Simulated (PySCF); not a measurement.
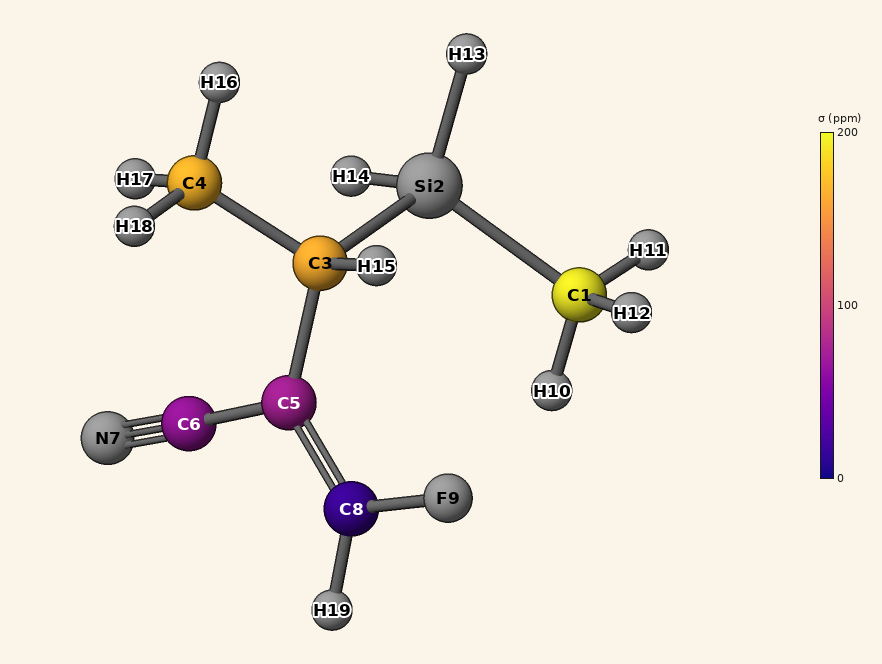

Atoms are coloured by their isotropic NMR shieldings (C only, the others grey). The computed structure is the end point of a GFN2-xTB optimisation. No frequency run is at hand to confirm it as a minimum. Level of theory: GIAO PBE0/pcSseg-1 NMR shielding, non-relativistic, gas phase (PySCF 2.14.0).

> Which C atom is the most shielded (lowest chemical shift)?

C1 (195.2 ppm).

> Which C atom is the least shielded (highest chemical shift)?

C8 (18.4 ppm).

> How wide is the range of C shifts?

176.8 ppm.

Give the isotropic NMR shieldings of the C atoms atom by atom.

```csv
atom,σ (ppm)
C1,195.2
C3,165.4
C4,169.8
C5,74.9
C6,66.9
C8,18.4
```

The geometry is semi-empirical. Around Si such bond lengths and angles can be off by a tenth of an ångström or more and by several degrees, and values that hang on the shape move with them.
